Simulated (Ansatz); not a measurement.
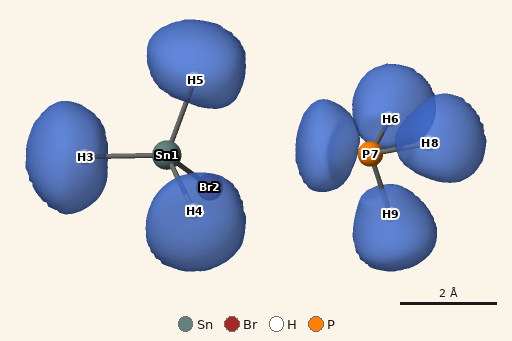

Figure 1: BrH₃Sn···PH₃. Isosurface of the ELF at 0.9 (blue), seen from one side. Core shells and regions of very low density are left out.

Core potentials replace the inner electrons of Sn.

Method: RKS B3LYP/def2-mTZVP in Ansatz 0.2.0.

Input

```
crystal:
  periodic: [false, false, false]
  atoms:
    - { symbol: Sn, position_ang: [-0.412337, -0.187773, -1.824463] }
    - { symbol: Br, position_ang: [1.990213, -0.571729, -0.976714] }
    - { symbol: H, position_ang: [-0.393704, -0.80245, -3.421126] }
    - { symbol: H, position_ang: [-1.441231, -1.090102, -0.80874] }
    - { symbol: H, position_ang: [-0.66677, 1.498366, -1.774873] }
    - { symbol: H, position_ang: [1.199051, 0.494692, 1.508582] }
    - { symbol: P, position_ang: [-0.151045, 0.518753, 1.864881] }
    - { symbol: H, position_ang: [0.054423, 0.990076, 3.190376] }
    - { symbol: H, position_ang: [-0.178501, -0.850034, 2.242078] }
basis:
  gaussian: { orbitals: def2-mTZVP }
hamiltonian:
  xc: b3lyp
relax:
  f_tol: 0.03
  max_steps: 50
output:
  orbitals: {}
```

Command:

```sh
ansatz run input.yaml --threads 2 --pin off --max-ram 3072MiB --backend cpu --events-out ev --progress --plain --runs-dir out
```

The fields are those of the run's last geometry, not of the input's.

Question: Describe the localisation domains.

Answer: The ELF exceeds this value in six regions around hydrogen nuclei and one lobe on P, pointing away from the bonds (lone pairs). Along the contacts the grid gives the following. Sn1···P7 (4.25 Å): the ELF dips to about 0 between them (a non-bonded, intermolecular contact). Sn–Br (2.53 Å): the ELF peaks at about 0.75 in the valence shell of Br, 1.0 Å from its nucleus, and drops to about 0.15 between the two atoms.
